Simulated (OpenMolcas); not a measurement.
Geometry relaxation of BF$_{3}$ (part 3 of 4)

Continued. System: BF$_{3}$. Method: CASSCF/ANO-RCC-VDZP, DKH2 (OpenMolcas 26.06). The geometry comes from this level: PBE0-D4/def2-TZVP.

Geometry of the input (Å):
```
F  0.5439  0.2107  1.1743
B  0.0000  -0.0000  0.0000
F  -0.2652  -1.2235  -0.3896
F  -0.2787  1.0128  -0.7847
```

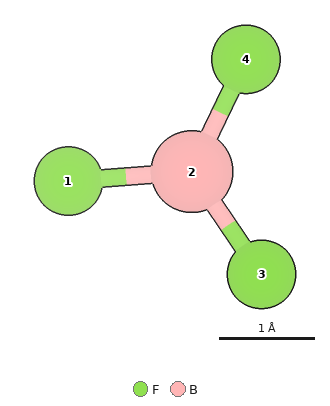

**Figure 1.** The structure as given in the input (ball-and-stick view, seen on its broad side; atoms are numbered from 1 in the order of the input).

### What the program printed, continued
```
********************************************************************************
  Geometrical information of the new structure
********************************************************************************

 *********************************************************
 * Nuclear coordinates for the next iteration / bohr     *
 *********************************************************
  ATOM              X               Y               Z
  F1               1.024883        0.391189        2.207384
  B2              -0.004902       -0.007546        0.009461
  F3              -0.494338       -2.302103       -0.729310
  F4              -0.525662        1.918459       -1.487516

 *********************************************************
 * Nuclear coordinates for the next iteration / angstrom *
 *********************************************************
  ATOM              X               Y               Z
  F1               0.542345        0.207008        1.168097
  B2              -0.002594       -0.003993        0.005007
  F3              -0.261592       -1.218220       -0.385934
  F4              -0.278169        1.015205       -0.787159

--
--- Stop Module: slapaf /rc=_RC_CONTINUE_LOOP_ ---

>>> END DO

--- Start Module: seward ---
--- Stop Module: seward /rc=_RC_ALL_IS_WELL_ ---
--- Module seward spent 6 seconds ---

--- Start Module: rasscf ---
--- Stop Module: rasscf /rc=_RC_ALL_IS_WELL_ ---
--- Module rasscf spent 2 seconds ---

--- Start Module: slapaf ---
--- Stop Module: slapaf /rc=_RC_INVOKED_OTHER_MODULE_ ---

--- Start Module: alaska ---
--- Stop Module: alaska /rc=_RC_ALL_IS_WELL_ ---
--- Module alaska spent 22 seconds ---

--- Start Module: slapaf ---

**********************************************************************************************************************
*                                    Energy Statistics for Geometry Optimization                                     *
**********************************************************************************************************************
                       Energy     Grad      Grad              Step                 Estimated   Geom       Hessian
Iter      Energy       Change     Norm      Max    Element    Max     Element     Final Energy Update Update   Index
  1   -323.63583308  0.00000000 0.021119  0.010163 nrc002   0.012309  nrc002     -323.63595929 RS-RFO  None      0
  2   -323.63601314 -0.00018005 0.009279  0.005271 nrc002   0.010005  nrc002     -323.63604434 RS-RFO  BFGS      0
  3   -323.63605062 -0.00003748 0.002144  0.001191 nrc002  -0.026037  nrc006     -323.63605562 RS-RFO  BFGS      0
  4   -323.63604302  0.00000760 0.002260  0.000912 nrc006   0.022212  nrc006     -323.63605327 RS-RFO  BFGS      0

       +----------------------------------+----------------------------------+
       +    Cartesian Displacements       +    Gradient in internals         +
       +  Value      Threshold Converged? +  Value      Threshold Converged? +
 +-----+----------------------------------+----------------------------------+
 + RMS + 4.5884E-03  1.2000E-03     No    + 1.1302E-03  3.0000E-04     No    +
 +-----+----------------------------------+----------------------------------+
 + Max + 7.9302E-03  1.8000E-03     No    + 9.1190E-04  4.5000E-04     No    +
 +-----+----------------------------------+----------------------------------+

 Convergence not reached yet!

*****************************************************************************************************************
*****************************************************************************************************************

++ Geometry section

********************************************************************************
  Geometrical information of the new structure
********************************************************************************

 *********************************************************
 * Nuclear coordinates for the next iteration / bohr     *
 *********************************************************
  ATOM              X               Y               Z
  F1               1.022578        0.391748        2.208660
  B2               0.002369       -0.008295        0.006385
  F3              -0.496935       -2.302063       -0.728599
  F4              -0.528031        1.918610       -1.486427

 *********************************************************
 * Nuclear coordinates for the next iteration / angstrom *
 *********************************************************
  ATOM              X               Y               Z
  F1               0.541125        0.207304        1.168772
  B2               0.001254       -0.004389        0.003379
  F3              -0.262967       -1.218199       -0.385558
  F4              -0.279422        1.015285       -0.786583

--
--- Stop Module: slapaf /rc=_RC_CONTINUE_LOOP_ ---

>>> END DO

--- Start Module: seward ---
--- Stop Module: seward /rc=_RC_ALL_IS_WELL_ ---
--- Module seward spent 6 seconds ---

--- Start Module: rasscf ---
--- Stop Module: rasscf /rc=_RC_ALL_IS_WELL_ ---
--- Module rasscf spent 2 seconds ---

--- Start Module: slapaf ---
--- Stop Module: slapaf /rc=_RC_INVOKED_OTHER_MODULE_ ---

--- Start Module: alaska ---
--- Stop Module: alaska /rc=_RC_ALL_IS_WELL_ ---
--- Module alaska spent 25 seconds ---

--- Start Module: slapaf ---

**********************************************************************************************************************
*                                    Energy Statistics for Geometry Optimization                                     *
**********************************************************************************************************************
                       Energy     Grad      Grad              Step                 Estimated   Geom       Hessian
Iter      Energy       Change     Norm      Max    Element    Max     Element     Final Energy Update Update   Index
  1   -323.63583308  0.00000000 0.021119  0.010163 nrc002   0.012309  nrc002     -323.63595929 RS-RFO  None      0
  2   -323.63601314 -0.00018005 0.009279  0.005271 nrc002   0.010005  nrc002     -323.63604434 RS-RFO  BFGS      0
  3   -323.63605062 -0.00003748 0.002144  0.001191 nrc002  -0.026037  nrc006     -323.63605562 RS-RFO  BFGS      0
  4   -323.63604302  0.00000760 0.002260  0.000912 nrc006   0.022212  nrc006     -323.63605327 RS-RFO  BFGS      0
  5   -323.63605324 -0.00001022 0.000334  0.000230 nrc003  -0.000373  nrc004     -323.63605333 RS-RFO  BFGS      0

       +----------------------------------+----------------------------------+
       +    Cartesian Displacements       +    Gradient in internals         +
       +  Value      Threshold Converged? +  Value      Threshold Converged? +
 +-----+----------------------------------+----------------------------------+
 + RMS + 2.9134E-04  1.2000E-03     Yes   + 1.6698E-04  3.0000E-04     Yes   +
 +-----+----------------------------------+----------------------------------+
 + Max + 3.9757E-04  1.8000E-03     Yes   + 2.2978E-04  4.5000E-04     Yes   +
 +-----+----------------------------------+----------------------------------+

 Geometry is converged in   5 iterations to a Minimum Structure

*****************************************************************************************************************
*****************************************************************************************************************

++ Geometry section

********************************************************************************
  Geometrical information of the final structure
********************************************************************************

  NOTE: on convergence the final predicted structure will be printed here.
  This is not identical to the structure printed in the head of the output.

 *********************************************************
 * Nuclear coordinates of the final structure / bohr     *
 *********************************************************
  ATOM              X               Y               Z
  F1               1.022720        0.392046        2.208882
  B2               0.002317       -0.008285        0.006403
  F3              -0.497072       -2.302260       -0.728916
  F4              -0.527985        1.918499       -1.486350

 *********************************************************
 * Nuclear coordinates of the final structure / angstrom *
 *********************************************************
  ATOM              X               Y               Z
  F1               0.541200        0.207462        1.168890
  B2               0.001226       -0.004384        0.003389
  F3              -0.263039       -1.218303       -0.385726
  F4              -0.279398        1.015226       -0.786543

                    ***************************************
                    *    InterNuclear Distances / bohr    *
                    ***************************************

               1 F1            2 B2            3 F3            4 F4
    1 F1       0.000000
    2 B2       2.460162        0.000000
    3 F3       4.266111        2.460163        0.000000
    4 F4       4.288296        2.494400        4.288294        0.000000

                    *******************************************
                    *    InterNuclear Distances / angstrom    *
                    *******************************************

               1 F1            2 B2            3 F3            4 F4
    1 F1       0.000000
    2 B2       1.301862        0.000000
    3 F3       2.257529        1.301862        0.000000
    4 F4       2.269269        1.319980        2.269268        0.000000

                    **************************************
                    *    Valence Bond Angles / degree    *
                    **************************************
                          Atom centers                 Phi
                      1 F1       2 B2       3 F3       120.23
                      1 F1       2 B2       4 F4       119.88
                      3 F3       2 B2       4 F4       119.88
--
--- Stop Module: slapaf /rc=_RC_INVOKED_OTHER_MODULE_ ---

--- Start Module: last_energy ---

                                            &LAST_ENERGY

                       available to each process: 1.9 GB of memory, 1 thread

    Geometry read from RUNFILE

               SEWARD will generate:
                  Multipole Moment integrals up to order  2
                  Kinetic Energy integrals
                  Nuclear Attraction integrals (point charge)
                  One-Electron Hamiltonian integrals
                  Velocity integrals
                  Relativistic Douglas-Kroll-Hess integrals:
                    - Parametrization         : EXP
                    - DKH order of Hamiltonian: 2
                    - DKH order of Properties : 0
                         - multipole moment operators
                         - electric potential operators
                         - contact operators
                  Orbital angular momentum around ( -0.0000   0.0000   0.0000 )
                  Velocity quadrupole around ( -0.0003   0.0010  -0.0007 )
                  Atomic mean-field integrals
                  Two-Electron Repulsion integrals

                   Integrals are discarded if absolute value <: 1.00E-14
                   Integral cutoff threshold is set to       <: 1.00E-16

            Nuclear Potential Energy            111.38745343 au

      Basis set specifications :
      Symmetry species         a
      Basis functions           56

      Header of the ONEINT file:
      --------------------------

      OrdInt status: non-squared

      Cartesian coordinates in angstrom:
      -----------------------------------------------------
      No.  Label        X            Y            Z
      -----------------------------------------------------
       1   F1         0.54120031   0.20746160   1.16888989
       2   B2         0.00122617  -0.00438443   0.00338855
       3   F3        -0.26303894  -1.21830328  -0.38572591
       4   F4        -0.27939754   1.01522612  -0.78654254
      -----------------------------------------------------
      Nuclear repulsion energy =  111.38745343

++    Wave function specifications:
      -----------------------------

      Number of closed shell electrons          28
      Number of electrons in active shells       4
      Max number of holes in RAS1 space          0
      Max nr of electrons in RAS3 space          0
      Number of inactive orbitals               14
      Number of active orbitals                  4
      Number of secondary orbitals              38
      Spin quantum number                      0.0
      State symmetry                             1
--

++    Orbital specifications:
      -----------------------

      Symmetry species                           1
                                                 a
      Frozen orbitals                            0
      Inactive orbitals                         14
      Active orbitals                            4
      RAS1 orbitals                              0
      RAS2 orbitals                              4
      RAS3 orbitals                              0
      Secondary orbitals                        38
      Deleted orbitals                           0
      Number of basis functions                 56
--

++    CI expansion specifications:
      ----------------------------

      Number of CSFs                            20
      Number of spin combinations               21
      Number of determinants                    36
      Number of root(s) required                 1
      Root chosen for geometry opt.              1
      CI root used                               1

      highest root included in the CI            1
      max. size of the explicit Hamiltonian     20
--

++    Optimization specifications:
      ----------------------------

      RASSCF algorithm: Conventional
      Maximum number of macro iterations       200
      Maximum number of SX iterations          100
      Threshold for RASSCF energy            1.000E-08
      Threshold for max MO rotation          1.000E-01
      Threshold for max BLB element          1.000E-04
      Level shift parameter                  5.000E-01
      Make Quasi-Newton update
--
      Starting CI array(s) will be read from file

      File JOBOLD not found -- use JOBIPH.
      The MO-coefficients are taken from the file:
      JOBIPH
      Title:(No title given)

      Total molecular charge    0.00

      ************************************************************************************************************************
      *                                            Wave function control section                                             *
      ************************************************************************************************************************

                                         RASSCF iterations: Energy and convergence statistics
                                         ----------------------------------------------------

          iter iter root      energy       change     param      element    value   shift minimum  type update hh:mm:ss
 Nr of preliminary CI iterations:   1
        1   1    5    1  -323.63605320    0.00E+00   3.09E-05    8  37 1  7.98E-05   0.00   0.00    SX    NO    0:00:00
        2   1    4    1  -323.63605323   -2.80E-08* -2.48E-05   14  34 1 -1.59E-05   0.00   0.00    SX    NO    0:00:00
        3   1    4    1  -323.63605323   -2.14E-09  -2.10E-05    8  24 1 -8.78E-06   0.00   0.00    SX    NO    0:00:00
        4   1    4    1  -323.63605323   -4.37E-10  -1.88E-05   13  29 1  5.04E-06   0.00   0.00    SX    NO    0:00:00
      Convergence after  4 iterations
        5   1    4    1  -323.63605323   -1.66E-10  -1.88E-05    8  24 1 -2.74E-06   0.00   0.00    SX    NO    0:00:00

      ************************************************************************************************************************
                                                      Wave function printout:
                       occupation of active orbitals, and spin coupling of open shells (u,d: Spin up or down)
      ************************************************************************************************************************

      Note: transformation to natural orbitals
      has been made, which may change the order of the CSFs.

      printout of CI-coefficients larger than  0.05 for root  1
      energy=    -323.636053
      conf/sym  1111     Coeff  Weight
             1  2200  -0.99049 0.98108
             8  2002   0.07206 0.00519
            10  udud   0.06304 0.00397
            12  0220   0.07190 0.00517
            15  uudd  -0.06430 0.00413

      Natural orbitals and occupation numbers for root  1
      sym 1:   1.980826   1.981015   0.018997   0.019163

      ************************************************************************************************************************
      *                                                    Final results                                                     *
      ************************************************************************************************************************

++    Final optimization conditions:
      ------------------------------

      Average CI energy                            -323.63605323
      RASSCF energy for state  1                   -323.63605323
      Super-CI energy                                -0.00000000
      RASSCF energy change                           -0.00000000
      Max change in MO coefficients              -1.842E-05
      Max non-diagonal density matrix element    -1.877E-05
      Maximum BLB matrix element                 -2.737E-06
      (orbital pair   8,  24 in symmetry   1)
      Norm of electronic gradient            9.965E-06
--

      Final state energy(ies):
      ------------------------

::    RASSCF root number  1 Total energy:   -323.63605323
      Von Neumann Entropy (Root   1) =  0.15545

      Mulliken population analysis for root number:  1
      -----------------------------------------------

++    Molecular charges:
      ------------------

      Mulliken charges per centre
      ---------------------------

                F1      B2      F3      F4
      Total    9.3255  4.0583  9.3255  9.2907

      N-E     -0.3255  0.9417 -0.3255 -0.2907

      Total electronic charge=   32.000000

      Total            charge=   -0.000000
--

      Expectation values of various properties for root number:  1
      -----------------------------------------------------------

++    Molecular properties:
      ---------------------

      Charge (e):
                      =   -0.0000
      Dipole Moment (debye):
      Origin of the operator (angstrom)=   -0.0001    0.0005   -0.0004
                   X= -2.7232E-02               Y=  9.9601E-02               Z= -7.7252E-02           Total=  1.2896E-01
      Quadrupole Moment (debye*angstrom):
      Origin of the operator (angstrom)=   -0.0001    0.0005   -0.0004
                  XX= -1.8883E+01              XY= -3.2558E-01              XZ= -1.6925E+00              YY= -2.2552E+01
                  YZ=  3.2531E-03              ZZ= -2.1860E+01
      In traceless form (debye*angstrom)
                  XX=  3.3225E+00              XY= -4.8838E-01              XZ= -2.5388E+00              YY= -2.1806E+00
                  YZ=  4.8797E-03              ZZ= -1.1419E+00
--

      LoProp population analysis for root number:  1
      -----------------------------------------------

++    LoProp analysis:
      ----------------

++    Static properties:
      ------------------

      LoProp Charges per center

                   F1       B2       F3       F4
      Nuclear      9.0000   5.0000   9.0000   9.0000
      Electronic  -9.3314  -4.0431  -9.3314  -9.2942

      Total       -0.3314   0.9569  -0.3314  -0.2942
--

      Natural Bond Order analysis for root number:  1

++    Natural Bond Order analysis
      ---------------------------
      Based on LoProp computed density
      -------------------------------------------------------------------------------------
      Atom A       Atom B       Bond Order
      -------------------------------------------------------------------------------------
      NBO located      0.999 non-bonded electrons on atom F1
      NBO located      0.993 non-bonded electrons on atom F1
      NBO located      0.987 non-bonded electrons on atom B2
      NBO located      0.999 non-bonded electrons on atom F3
      NBO located      0.982 non-bonded electrons on atom F3
      NBO located      0.999 non-bonded electrons on atom F4
      NBO located      0.971 non-bonded electrons on atom F4
      The remaining   10.152 electrons are to be considered as diffuse
--

--

      Average orbitals are written to the RASORB file
      Natural orbitals for root   1 are written to the RASORB.1 file
      Spin density orbitals for root   1 are written to the SPDORB.1 file

--- Stop Module: last_energy /rc=_RC_ALL_IS_WELL_ ---
--- Module last_energy spent 7 seconds ---

>>> END DO

.##################.
.# Happy landing! #.
.##################.

    Timing: Wall=167.26 User=155.81 System=8.41
```
